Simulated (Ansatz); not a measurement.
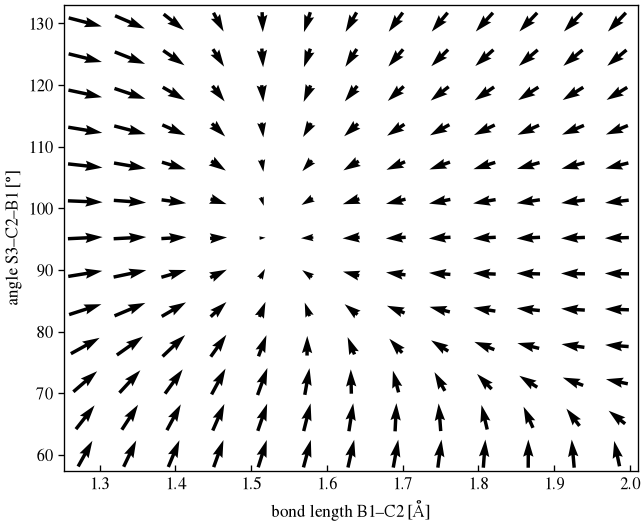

CH3BS, SMILES BC=S. The first coordinate is: bond length B1–C2; the second: angle S3–C2–B1. Nothing is relaxed (all other coordinates rigid). The scan uses a 13 × 13 grid. Computed with RKS B3LYP-D4/def2-TZVP (Ansatz 0.2.0).

The picture shows arrows along the force (downhill), their lengths compressed.

**The arrows alone are given. Where is the energy lowest?**

The arrows converge at about bond length B1–C2 = 1.526 Å, angle S3–C2–B1 = 95° (read from the interpolated surface).

The energy map of the same scan:

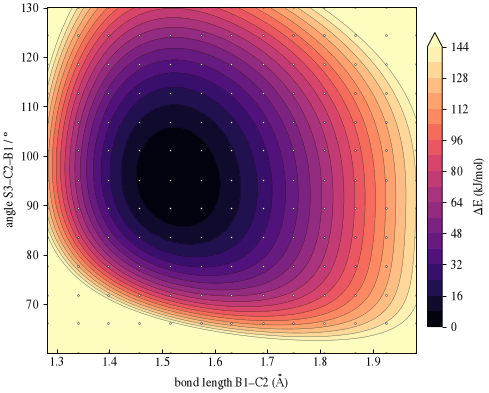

Energies are in kJ/mol, from the relaxed molecule at the same level; between grid points the surface is interpolated.
